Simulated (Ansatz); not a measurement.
```yaml
crystal:
  lattice:
    - [3.18318, 0.00000, 0.00000]
    - [-1.59159, 2.75671, 0.00000]
    - [0.00000, 0.00000, 13.14989]
  atoms:
    - { symbol: Li, position: [0.00000, 0.00000, 0.00000] }
    - { symbol: Zr, position: [0.66667, 0.33333, 0.39968] }
    - { symbol: Zr, position: [0.33333, 0.66667, 0.60032] }
    - { symbol: Zr, position: [0.66667, 0.33333, 0.80143] }
    - { symbol: Zr, position: [0.33333, 0.66667, 0.19857] }
    - { symbol: N, position: [0.00000, 0.00000, 0.50000] }
```

Space group P-3m1; a generated structure, not necessarily the stable one; changed on purpose from its base cell (volume × 0.97, shape and atoms relaxed).

Level of theory: Ansatz, DFT PBE, scalar-relativistic, plane waves, PAW.

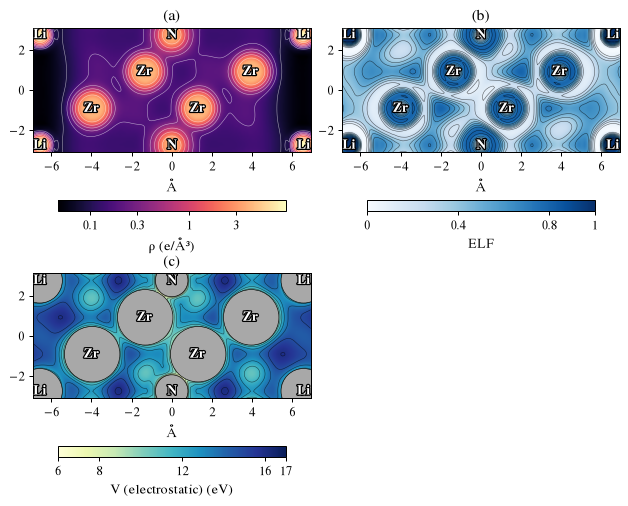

LiZr4N. (a) valence pseudo-density; (b) electron localisation function; (c) electrostatic potential energy of an electron on the (110) plane of the conventional cell. Grey discs cover the atomic cores in the potential map.

The density is the valence pseudo-density of a PAW calculation; it isn't the true density close to the nuclei.

Question: What does the map show?

Answer:
- Atoms in the plane: Li, Zr and N.
- Zr–N (2.26 Å): ρ at the midpoint is about 0.5 e/Å³; the ELF peaks at about 0.80 in the valence shell of N, 0.7 Å from its nucleus, and drops to about 0.20 between the two atoms: no shared electron pair shows on this line.
- Li–Zr (3.19 Å): ρ is about 0.1 e/Å³ halfway, with its minimum of 0.07 e/Å³ about 1.0 Å from Li; the ELF is about 0.25 at the midpoint; no localised pair shows between them.
- Between the atoms the lowest density in this plane is 0.05 e/Å³.
- The ELF has a maximum of about 0.80 in the space between the atoms, 1.9 Å from four Zr atoms, on no atom or two-centre bond.
- The features right at Li and Zr lie inside the PAW spheres, where the map follows smoothed inner orbitals and isn't to be read closely.
- Outside the cores the potential energy rises away from the atoms and is highest about 2.2 Å from the nearest atoms; its zero is arbitrary.
